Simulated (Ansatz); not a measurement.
# Mg2C (model cell, started as cuprite): a soft mode frozen in

Wanted: the energy along a soft mode of Mg2C (model cell, started as cuprite) and the structure at the end.

Method: DFT PBE, scalar-relativistic, plane waves, PAW, in Ansatz 0.2.0.

The structure was built from a prototype and need not be the compound's stable phase.

### Step 1. Set-up

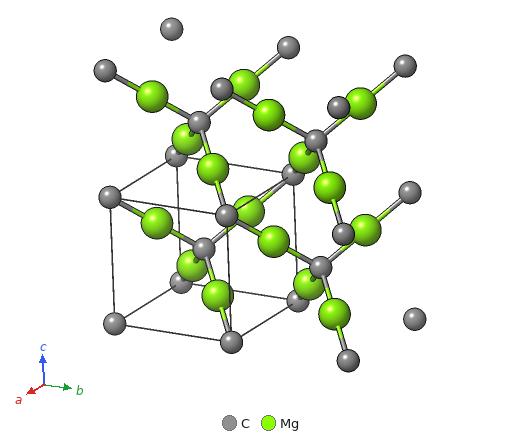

Start, viewed slightly off an axis; carbon grey, magnesium green. 1×2×2 cells are drawn. Bonds to atoms that aren't drawn are left out. Some periodic images of atoms are drawn too.

Coordinates:

```cif
data_structure
_symmetry_space_group_name_H-M 'Pn-3m:1'
_symmetry_Int_Tables_number 224
_cell_length_a 4.8390
_cell_length_b 4.8390
_cell_length_c 4.8390
_cell_angle_alpha 90.000
_cell_angle_beta 90.000
_cell_angle_gamma 90.000
_cell_volume 113.31
loop_
_atom_site_label
_atom_site_type_symbol
_atom_site_symmetry_multiplicity
_atom_site_Wyckoff_symbol
_atom_site_fract_x
_atom_site_fract_y
_atom_site_fract_z
_atom_site_occupancy
C1 C 2 a 0.00000 0.00000 0.00000 1
Mg1 Mg 4 b 0.25000 0.25000 0.25000 1
```

### Step 2. Response at finite wavevector

The cell comes from relaxations at this level that are not shown. Stability and thermal properties need the whole zone. Linear response on a 2×2×2 q mesh gives force constants as far as a supercell of that size would.

File input.yaml:

```yaml
crystal:
  lattice:
    - [4.8390002607, 0.0, 0.0]
    - [0.0, 4.8390002607, 0.0]
    - [0.0, 0.0, 4.8390002607]
  atoms:
    - { symbol: C, position: [0.0, 0.0, 0.0] }
    - { symbol: C, position: [0.5, 0.5, 0.5] }
    - { symbol: Mg, position: [0.25, 0.25, 0.25] }
    - { symbol: Mg, position: [0.75, 0.75, 0.25] }
    - { symbol: Mg, position: [0.75, 0.25, 0.75] }
    - { symbol: Mg, position: [0.25, 0.75, 0.75] }
kpoints:
  mp_grid: { grid: [6, 6, 6] }
hamiltonian:
  xc: pbe
scf:
  occupations: { method: methfessel_paxton, width: 0.15 }
output:
  eigenvalues: true
phonons:
  method: dfpt
  qmesh: [2, 2, 2]
  temperatures: { t_max: 1000, t_step: 50 }
  qpath:
    path:
      - [[0.0, 0.0, 0.0], [0.0, 0.5, 0.0], [0.5, 0.5, 0.0], [0.0, 0.0, 0.0], [0.5, 0.5, 0.5], [0.0, 0.5, 0.0]]
      - [[0.5, 0.5, 0.5], [0.5, 0.5, 0.0]]
    npoints: 10
```

Run with:

```
ansatz run input.yaml --threads 8 --pin off --max-ram 14336MiB --backend cpu --events-out ev --progress --plain --runs-dir out
```

Numbers of over 12 decimals in the logs are rounded to 6 here.

Log:

```text
Warning: phonons: the dynamical matrix that this run interpolates holds no multipole term above the dipole-dipole one, and a site of this crystal is no centre of inversion, so its interpolated transverse optical and acoustic branches and sound speeds can stay off near Gamma, and the density of states and the thermodynamics with them. What a run solves at a wave vector of phonons.qpoints, Gamma apart, where the deck admits one, is free of this, and under fd what a larger phonons.supercell samples
Engine: ansatz 0.2.0, aarch64-unknown-linux-gnu
Pseudopotentials: kind: paw
Pseudopotential: C, paw, valence charge 4, recommended cutoff 420 eV (normal), C.paw.azcp
Pseudopotential: Mg, paw, valence charge 10, recommended cutoff 420 eV (normal), Mg.paw.azcp
Functional definition: PBE
  parameter kappa = 0.804
  parameter beta = 0.066725
  exchange = pbe_x(kappa = kappa, mu = beta*pi^2/3)
  correlation = pbe_c(beta = beta)
Crystal: 6 atoms, lattice volume = 113.310 Å³
Basis set: ecut = 420 eV, 2205 PW (Γ), exchange–correlation on 72×72×72 points (8 copies of the dense FFT grid, shifted against one another)
Bands: 30, of which v1, the nominal top of the filled ones, is band 24 counted from 1 (23 counted from 0)
Symmetry: 48 space group operations
k-points: 20 of 216
Non-local potential: C, projectors of the file, l = 0: 2, l = 1: 2, l = 2: 1
Non-local potential: Mg, projectors of the file, l = 0: 3, l = 1: 2, l = 2: 1
PAW form: soft (Blöchl's): semilocal exchange-correlation on the pseudo side does not see the compensation charge
PAW one-centre angular grid: C, 110 points (default); XC on 64 Gauss nodes
PAW one-centre angular grid: Mg, 110 points (default); XC on 64 Gauss nodes
Initial density: superposition of atomic densities (neutral atoms: chi_scale 0, normalization atom), corrected by the library's trained network
Initial wavefunctions: pseudopotential atomic-orbital guess
Functional: x = pbe(κ = 0.804, μ = 0.219515), c = pbe(β = 0.066725)
SCF iter   1: F=—  HF=-8193.225032 eV  |F-HF|=—  |Δ(HF+E_count)|=         —  Δρ=3.14e-3  dr2=2.16e-2  ethr=1.77e-3  ⟨swp⟩=5.9  Hψ=2698  notcnv=0
preconditioner: auto → Resta (q_TF=auto, 2.364 Å⁻¹)  ε∞=5.3  [insulator: Δε(μ)=0.747 eV  Ē_g=6.692 eV  σ=0.150 eV  W_gap=0.58  n_scr=26 (ndim 8)  ℏωp=14.0 eV  f_vac=0.000  D(μ)=0.52/eV (n_scr^D=0)  ε∞_Penn≈5.3]
SCF iter   2: F=—  HF=-8193.222003 eV  |F-HF|=—  |Δ(HF+E_count)|=   3.03e-3  S|Δr|=    0.00e0  Δρ=1.29e-3  dr2=3.86e-3  ethr=4.50e-5  ⟨swp⟩=1.2  Hψ=781  notcnv=0  defer=1
SCF iter   3: F=—  HF=-8193.221439 eV  |F-HF|=—  |Δ(HF+E_count)|=   5.65e-4  S|Δr|=    0.00e0  Δρ=2.35e-4  dr2=7.76e-5  ethr=8.04e-6  ⟨swp⟩=2.0  Hψ=700  notcnv=0  defer=1
SCF iter   4: F=—  HF=-8193.221426 eV  |F-HF|=—  |Δ(HF+E_count)|=   1.24e-5  S|Δr|=    0.00e0  Δρ=4.09e-5  dr2=2.46e-6  ethr=1.62e-7  ⟨swp⟩=2.0  Hψ=694  notcnv=0  defer=1
SCF iter   5: F=—  HF=-8193.221426 eV  |F-HF|=—  |Δ(HF+E_count)|=   2.20e-7  S|Δr|=    0.00e0  Δρ=8.17e-6  dr2=5.86e-8  ethr=5.12e-9  ⟨swp⟩=2.0  Hψ=683  notcnv=0  defer=1
SCF iter   6: F=—  HF=-8193.221426 eV  |F-HF|=—  |Δ(HF+E_count)|=   6.70e-8  S|Δr|=    0.00e0  Δρ=1.36e-6  dr2=1.66e-9  ethr=1.22e-10  ⟨swp⟩=2.0  Hψ=726  notcnv=0  defer=1
SCF iter   7: F=—  HF=-8193.221426 eV  |F-HF|=—  |Δ(HF+E_count)|=   1.53e-9  S|Δr|=    0.00e0  Δρ=5.39e-7  dr2=1.60e-10  ethr=3.46e-12  ⟨swp⟩=2.0  Hψ=1047  notcnv=0  defer=1
SCF iter   8: F=—  HF=-8193.221426 eV  |F-HF|=—  |Δ(HF+E_count)|=  5.46e-12  S|Δr|=    0.00e0  Δρ=1.05e-7  dr2=1.02e-11  ethr=1.00e-12  ⟨swp⟩=2.0  Hψ=930  notcnv=0  defer=1
SCF iter   9: F=-8193.221426 eV  HF=-8193.221426 eV  |F-HF|=1.82e-12  |Δ(HF+E_count)|=  1.09e-11  S|Δr|=    0.00e0  Δρ=1.51e-8  dr2=1.52e-13  ethr=1.00e-12  ⟨swp⟩=8.8  Hψ=2723  notcnv=0
SCF 1 converged in 9 iterations: F = -8193.221426 eV  dr2 = 1.52e-13
  greatest PAW one-centre occupation: 1.000 electrons in one spin orbital (limit 2), on the Mg atom at site 5 (counted from 0), in its partial waves of l = 0
Initial density: read from a saved state, or passed on in memory by an earlier SCF of this step, an earlier step, the calling program or the single point that the run made first
iter 1 solved again at ethr=2.28e-9 eV; its pass at ethr=3.10e-3 eV (dr2=1.09e-6 eV) is discarded
SCF iter   1: F=—  HF=-8193.221426 eV  |F-HF|=—  |Δ(HF+E_count)|=         —  Δρ=1.26e-7  dr2=1.62e-11  ethr=2.28e-9  ⟨swp⟩=4.1  Hψ=4597  notcnv=0
preconditioner: auto → Resta (q_TF=auto, 2.364 Å⁻¹)  ε∞=5.4  [insulator: Δε(μ)=0.734 eV  Ē_g=6.662 eV  σ=0.150 eV  W_gap=0.58  n_scr=26 (ndim 8)  ℏωp=14.0 eV  f_vac=0.000  D(μ)=0.51/eV (n_scr^D=0)  ε∞_Penn≈5.4]
SCF iter   2: F=-8193.221426 eV  HF=-8193.221426 eV  |F-HF|=3.64e-12  |Δ(HF+E_count)|=   6.86e-8  S|Δr|=    0.00e0  Δρ=6.01e-8  dr2=4.20e-12  ethr=1.00e-12  ⟨swp⟩=3.4  Hψ=2285  notcnv=0
SCF 2 converged in 2 iterations: F = -8193.221426 eV  dr2 = 4.20e-12
k-points: 40 of 216 (irreducible under 8 space group operations, time reversal used)
iter 1 solved again at ethr=6.98e-10 eV; its pass at ethr=3.10e-3 eV (dr2=3.35e-7 eV) is discarded
SCF iter   1: F=—  HF=-8193.222385 eV  |F-HF|=—  |Δ(HF+E_count)|=         —  Δρ=1.24e-5  dr2=3.40e-7  ethr=6.98e-10  ⟨swp⟩=4.0  Hψ=8575  notcnv=0  defer=154
preconditioner: auto → Resta (q_TF=auto, 2.364 Å⁻¹)  ε∞=5.4  [insulator: Δε(μ)=0.000 eV  Ē_g=6.665 eV  n_scr=26 (ndim 8)  ℏωp=14.0 eV  f_vac=0.000  ε∞_Penn≈5.4]
SCF iter   2: F=—  HF=-8193.222385 eV  |F-HF|=—  |Δ(HF+E_count)|=   7.04e-8  Δρ=2.02e-6  dr2=3.00e-9  ethr=6.98e-10  ⟨swp⟩=2.0  Hψ=1432  notcnv=0  defer=154
SCF iter   3: F=—  HF=-8193.222385 eV  |F-HF|=—  |Δ(HF+E_count)|=   1.31e-9  Δρ=1.05e-6  dr2=1.19e-9  ethr=1.00e-12  ⟨swp⟩=8.3  Hψ=4341  notcnv=0
SCF iter   4: F=—  HF=-8193.222385 eV  |F-HF|=—  |Δ(HF+E_count)|=  1.27e-10  Δρ=3.88e-7  dr2=1.81e-10  ethr=2.48e-12  ⟨swp⟩=1.1  Hψ=1130  notcnv=0
SCF iter   5: F=-8193.222385 eV  HF=-8193.222385 eV  |F-HF|=3.64e-12  |Δ(HF+E_count)|=  9.09e-12  Δρ=7.15e-8  dr2=8.06e-12  ethr=1.00e-12  ⟨swp⟩=2.0  Hψ=2321  notcnv=0
WARN: a fill by count may have filled part of one level: at k-index 0 the highest filled band, 4.425089 eV, and the lowest empty band, 4.425089 eV, stand 8.882e-16 eV apart, within the solve's uncertainty, 1.000e-5 eV. If they are one level, whatever splits it, however little, can move the result. A smearing (`scf.occupations.method` with a `width`) well over the split that the run's distortions make, where the deck  [...]
SCF 3 converged in 5 iterations: F = -8193.222385 eV  dr2 = 8.06e-12
  greatest PAW one-centre occupation: 1.000 electrons in one spin orbital (limit 2), on the Mg atom at site 4 (counted from 0), in its partial waves of l = 0
NSCF: frozen V_eff on 26 k-points
phonons: the run's symmetry doesn't show that the Born effective charges vanish, and it interpolates frequencies without the dipole-dipole term. In a polar insulator or semiconductor they then lack LO-TO splitting, and the branches near Gamma, sound speeds, density of states, thermodynamics and thermal conductivity can be off. Where the input admits it, phonons.dielectric: true or phonons.non_analytic_term supplies t [...]
NSCF: frozen V_eff on 20 k-points
NSCF: frozen V_eff on 68 k-points
DFPT response loops at q = (0, 0, 0) (fractional): preconditioner auto → Kerker (q_TF=auto, 2.364 Å⁻¹) (partly filled bands, converged f_vac=0.000); β = 1.00, the filter's whole step (`scf.mixing.beta` (0.50) is not read by the response loops under this deck's `scf.mixing.preconditioner`; to damp them name `kerker` or `kerker_dos`, under which they read `scf.mixing.beta`, and type it under 1.00, their step now; both keys bind the ground state too); Broyden in place of MSR1
NSCF: frozen V_eff on 224 k-points
DFPT response loops at q = (0, 0, -0.5) (fractional): mixed as the last ones told, above
NSCF: frozen V_eff on 224 k-points
DFPT response loops at q = (0, -0.5, -0.5) (fractional): mixed as the last ones told, above
NSCF: frozen V_eff on 136 k-points
DFPT response loops at q = (-0.5, -0.5, -0.5) (fractional): mixed as the last ones told, above
SCF converged after 9 iterations
Stability not checked: this state was not tested for a lower state beside it, because cold or Methfessel-Paxton smearing, or corrected tetrahedra, fill the levels in a way that the test cannot read (fill_not_monotonic; see scf.lower_state_search)
Free energy (F): -8193.221426 eV
Harris-Foulkes:  -8193.221426 eV  (|F-HF|=1.82e-12)
Internal energy: -8193.224469 eV  (E = F + TS)
E sigma→0 (E₀):  -8193.222187 eV
Entropy (-TS):   0.003043 eV (0.507 meV/atom)
Fermi energy:    4.438640 eV
Step filling:    the computed levels leave a gap of 0.0000 eV = 0.0 smearing widths at the electron count; against every level under it full and every level over it empty, smearing changes F+E_penalty+E_count by +0.959 meV and its σ→0 estimate by +0.198 meV
--- Per-component energies (eV) ---
  E_band       = -1431.435189
  E_kinetic    = 469.480663
  E_local      = -6912.312260  (includes V_loc(G=0)·N_el)
  E_nonlocal   = 436.608117
  E_hartree    = 2479.757765
  E_xc         = -208.859476
  E_vxc        = -264.411146  (∫ρ·V_xc dr)
  E_paw        = -1365.040582  (= ΣΔE_a)
  E_vpaw       = -120.316066  (= ΣTr[D̂ρ^β])
  E_aug_tail   = -0.000023  (compensation charges beyond the density's cutoff)
  E_ewald      = -3092.858673
  E_smearing   = 0.003043  (= −TS)
  E_closure    = -0.000000  (closes the sum)
  Σ components = -8193.221426   (vs F -8193.221426, Δ=0.00e0)
--- Band table (eV; the first three rows and the last of 20) ---
  k-point 0: bands = [... 20 lower, 2.7626, 3.7169, 4.4248, 4.4248, 4.4248, 5.2066, 5.2066, 10.8813, ... 2 higher]
  k-point 1: bands = [... 20 lower, 2.8711, 3.0440, 4.3227, 4.3227, 5.1589, 5.3703, 5.9322, 9.3099, ... 2 higher]
  k-point 2: bands = [... 20 lower, 3.1737, 3.1737, 4.0258, 4.0258, 5.8619, 6.1107, 6.9723, 7.8327, ... 2 higher]
  k-point 19: bands = [... 20 lower, 2.2150, 2.2828, 2.2828, 2.2828, 8.3439, 8.3439, 8.3439, 8.3877, ... 2 higher]
--- Phonons (Γ-DFPT): 2 representative perturbations + reference (Σ response iterations 6) ---
  ASR residual: 1.288e-5 → 0.000e0 eV/Å²; symmetrization residual: 4.607e-7 eV/Å²
  ASR residual per site (eV/Å²): 5.35e-6 5.35e-6 1.29e-5 1.29e-5 1.29e-5 1.29e-5
  Γ frequencies (cm⁻¹): -54.63 -54.63 -54.63 0.00 0.00 0.00 144.07 144.07 144.07 246.41 246.41 424.11 483.79 483.79 483.79 608.26 608.26 608.26
--- Phonons (arbitrary-q DFPT): 4 irreducible q on the 2×2×2 mesh ---
  q = [0.0000, 0.0000, 0.0000] (star 1, of the zone-centre solve; hermiticity 9.59e-8, symmetrization 8.30e-13): -54.63 -54.63 -54.63 -0.00 0.00 0.00 144.07 144.07 144.07 246.41 246.41 424.11 483.79 483.79 483.79 608.26 608.26 608.26
  q = [0.0000, 0.0000, -0.5000] (star 3, 4 solved perturbations in 284 linear systems a pass and spin channel, the states on 112 of 216 k-point pairs; hermiticity 1.10e-7, symmetrization 3.94e-13): 68.39 68.39 103.27 103.27 146.36 146.36 152.49 152.49 198.79 198.79 258.03 258.03 468.86 468.86 603.33 603.33 613.71 613.71
  q = [0.0000, -0.5000, -0.5000] (star 3, 4 solved perturbations in 284 linear systems a pass and spin channel, the states on 112 of 216 k-point pairs; hermiticity 9.61e-8, symmetrization 1.99e-13): -30.87 -30.87 56.46 56.46 127.36 127.36 173.62 173.62 176.63 176.63 282.75 282.75 511.14 511.14 572.31 572.31 613.12 613.12
  q = [-0.5000, -0.5000, -0.5000] (star 1, 2 solved perturbations in 108 linear systems a pass and spin channel, the states on 68 of 216 k-point pairs; hermiticity 1.15e-7, symmetrization 1.46e-13): -32.40 -32.40 82.97 82.97 82.97 85.05 85.05 85.05 232.33 232.33 232.33 430.83 485.13 485.13 485.13 626.13 626.13 626.13
  sum rule: each row above includes the acoustic sum rule's correction from the zone centre's row sums; it moved no ω² by more than (0.39 cm⁻¹)²
  mesh force constants: q→R imaginary residual 1.98e-17; ASR residual 1.288e-5 → 0.000e0 eV/Å²; symmetrization residual 9.770e-15 eV/Å²
  interpolated dispersion: 62 rows × 18 modes
  density of states and harmonic sums: on the 14×14×14 q-mesh, interpolated from the force constants of a 2×2×2 supercell (no non-analytic term)
  largest difference from the sums on the solved wave vectors: F 3.29e-1 eV, S 4.46e-4 and C_V 1.18e-4 eV/K
  zero-point energy: 0.315808 eV/cell   skipped modes (ω ≤ 0): 64, of them read as no rigid motion or as one in doubt: 61 (3.874e-1 modes/cell left out, lowest -54.63 cm⁻¹)   left out of the sums: 2.16e-2 of the cell's modes: C_V's classical limit lies that fraction below 3 k_B per atom; for a crystal, a wire or a layer, F and S can be off by more, and a phonons.interpolated_qmesh denser along its periods is the remedy for the sampling
```

Wall time 45 s (8 threads of Arm Neoverse V1, shared host); peak memory 1.2 GiB; 5.7 min of CPU time.

In the SCF lines HF is the Harris–Foulkes energy and dr2 the Hartree energy of the density residual, in eV; the loop may stop once dr2 is under the threshold and the program's other checks hold. Hψ counts applications of the Hamiltonian.

Numbers from this step:

```yaml
volume_per_atom: 18.88 Å³
gap_on_the_k_mesh: 0 eV
sum_rule_residual_before_enforcement: 1.29e-5 eV/Å²
lowest_frequency_on_the_path: -54.63 cm⁻¹
point_group: m-3m
highest_frequency_on_the_path_or_at_a_solved_wavevector: 626.1 cm⁻¹
highest_optical_mode_at_the_zone_centre_no_lo_to_term: 608.3 cm⁻¹
lowest_optical_zone_centre_mode: -54.63 cm⁻¹
lowest_mode_on_the_q_mesh_acoustic_modes_at_gamma_apart: -54.63 cm⁻¹
```

Frequencies (cm⁻¹) solved at each irreducible wavevector; negative means imaginary. Frequencies by wavevector, by row:

```tsv
q in reciprocal lattice units	star	mode 1	mode 2	mode 3	mode 4	mode 16	mode 17	mode 18
0 0 0	1	-54.6	-54.6	-54.6	0	608.3	608.3	608.3
0 0 -0.5	3	68.4	68.4	103.3	103.3	603.3	613.7	613.7
0 -0.5 -0.5	3	-30.9	-30.9	56.5	56.5	572.3	613.1	613.1
-0.5 -0.5 -0.5	1	-32.4	-32.4	83	83	626.1	626.1	626.1
```

Interpolated from a 2×2×2 q mesh. The phonon branches at the labelled points (cm⁻¹):

```tsv
point	branch 1	branch 2	branch 3	branch 4	branch 15	branch 16	branch 17	branch 18
Γ	-55	-55	-55	0	484	608	608	608
X	68	68	103	103	603	603	614	614
M	-31	-31	56	56	572	572	613	613
Γ	-55	-55	-55	0	484	608	608	608
R	-32	-32	83	83	485	626	626	626
X	68	68	103	103	603	603	614	614
jump to R	-32	-32	83	83	485	626	626	626
M	-31	-31	56	56	572	572	613	613
```

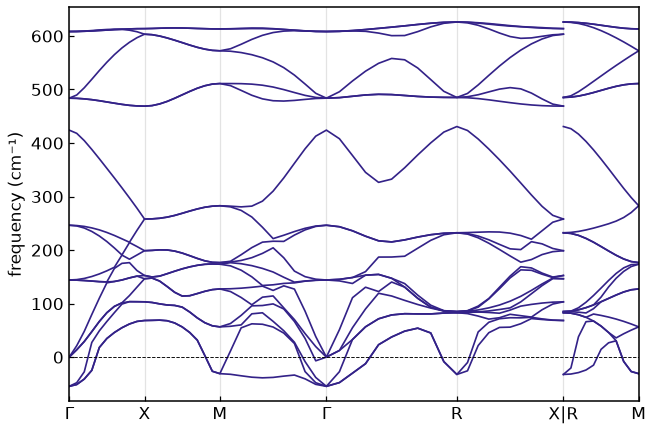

Phonon branches along the path.

Symmetry leaves 4 wavevectors to solve. The lowest mode among them, the acoustic zeros apart, lies at Γ and is imaginary, 54.6i cm⁻¹, so the energy falls along it.

### Step 3. The mode frozen in, largest atomic shift 0 Å

The mode followed lies at q = (-0.5, -0.5, -0.5) with frequency 32.4i cm⁻¹ and is 2-fold degenerate, one of the unstable modes though not the softest. At small amplitude the distorted cell has space group no. 142 by a symmetry search on the positions. The undistorted cell that holds it gives the zero of energy on the same k mesh.

System of this step: Mg2C (model cell, started as cuprite). The structure is cubic, space group Pn-3m (No. 224). The conventional cell has a = 4.839 Å, b = 4.839 Å, c = 4.839 Å, α = 90.00°, β = 90.00°, γ = 90.00°. Nearest to C lie 4 Mg at 2.10 Å. Mg has 2 C at 2.10 Å nearest. Farther neighbours are not listed.

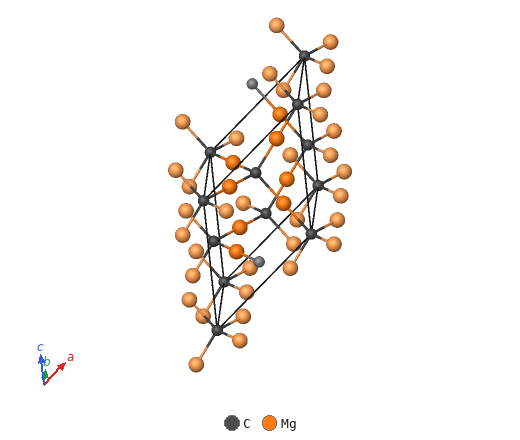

The cell of this step (carbon dark grey, magnesium orange). Some periodic images of atoms are drawn too.

File input.yaml:

```yaml
crystal:
  lattice:
    - [4.8390002607, 4.8390002607, 0.0]
    - [4.8390002607, 0.0, 4.8390002607]
    - [4.8390002607, 0.0, -4.8390002607]
  atoms:
    - { symbol: C, position: [0.0, 0.0, 0.0] }
    - { symbol: C, position: [0.0, 0.5, 0.5] }
    - { symbol: C, position: [0.5, 0.25, 0.75] }
    - { symbol: C, position: [0.5, 0.75, 0.25] }
    - { symbol: Mg, position: [0.25, 0.125, 0.875] }
    - { symbol: Mg, position: [0.25, 0.625, 0.375] }
    - { symbol: Mg, position: [0.75, 0.125, 0.875] }
    - { symbol: Mg, position: [0.75, 0.625, 0.375] }
    - { symbol: Mg, position: [0.25, 0.625, 0.875] }
    - { symbol: Mg, position: [0.25, 0.125, 0.375] }
    - { symbol: Mg, position: [0.75, 0.125, 0.375] }
    - { symbol: Mg, position: [0.75, 0.625, 0.875] }
kpoints:
  mp_grid: { grid: [6, 6, 6] }
hamiltonian:
  xc: pbe
scf:
  occupations: { method: methfessel_paxton, width: 0.15 }
output:
  forces: true
  stress: true
  eigenvalues: true
```

Log:

```text
[...]
Crystal: 12 atoms, lattice volume = 226.619 Å³
Basis set: ecut = 420 eV, 4477 PW (Γ), exchange–correlation on 96×96×96 points (8 copies of the dense FFT grid, shifted against one another)
Bands: 60, of which v1, the nominal top of the filled ones, is band 48 counted from 1 (47 counted from 0)
Symmetry: 96 space group operations
[...]
k-points: 16 of 216
[...]
k-point 0: bands = [... 44 lower, 2.7624, 3.7168, 4.4245, 4.4245, 4.4245, 5.2066, 5.2066, 8.3437, ... 6 higher]
  k-point 1: bands = [... 44 lower, 3.1154, 3.1349, 4.3736, 4.3736, 4.9971, 5.5734, 5.5734, 7.9433, ... 6 higher]
  k-point 2: bands = [... 44 lower, 3.4409, 3.8930, 4.1843, 4.1843, 5.7936, 6.3981, 6.3981, 7.3969, ... 6 higher]
  k-point 15: bands = [... 44 lower, 3.7323, 3.7323, 3.8990, 3.8990, 5.9109, 5.9109, 6.5368, 6.5368, ... 6 higher]
[key lines of the parts left out:]
SCF converged after 6 iterations
Free energy (F): -16386.444803 eV
Fermi energy:    4.447648 eV
P = ⅓ Tr σ = -0.0006 GPa (-0.006 kbar)
```

The job ended after 1.6 s (8 threads; peak memory 0.88 GiB).

Numbers from this step:

* pressure: -6.30e-4 GPa
* energy from the undistorted cell: 0 meV/atom

The run ends at a pressure of 0.00 GPa.

(Part 1 of 2 ends here.)

[Logs are printed without paths, hosts, clocks, repeated set-up lines and the standing remarks that a program may print on its own settings, such as how far it seeks lower states.]

[Hosts, paths, dates, database ids (printed as entryN), source tags and the programs' standing remarks are cut or masked in the printed files.]
